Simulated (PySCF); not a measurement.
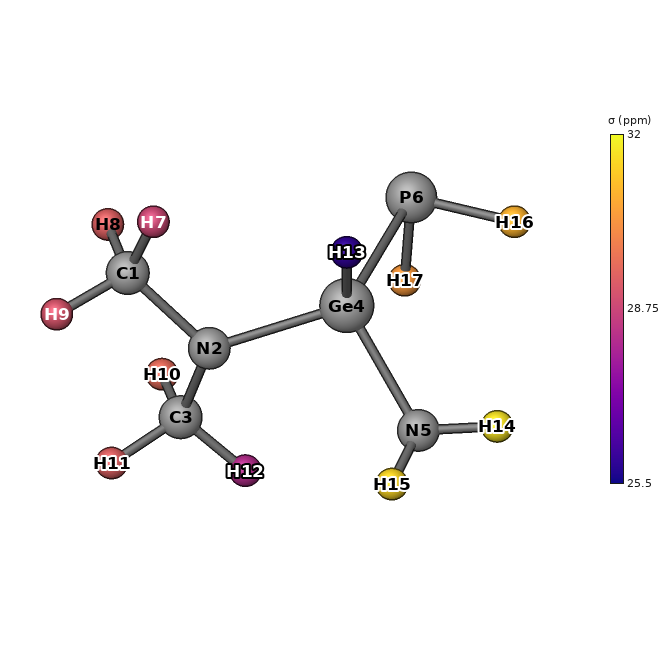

Atoms are coloured by their isotropic NMR shieldings (H only, the others grey). The geometry was computed by an optimisation with GFN2-xTB. No frequency run is at hand to confirm it as a minimum. Properties computed with GIAO PBE0/pcSseg-1 NMR shielding, non-relativistic, gas phase (PySCF 2.14.0).

Give the isotropic NMR shieldings of the H atoms atom by atom.

| atom | σ (ppm) |
| --- | --- |
| H7 | 28.82 |
| H8 | 29.36 |
| H9 | 29.08 |
| H10 | 29.58 |
| H11 | 29.34 |
| H12 | 28.19 |
| H13 | 25.92 |
| H14 | 31.68 |
| H15 | 31.48 |
| H16 | 30.92 |
| H17 | 30.48 |

The geometry is semi-empirical. Around Ge, P such bond lengths and angles can be off by a tenth of an ångström or more and by several degrees, and values that hang on the shape move with them.
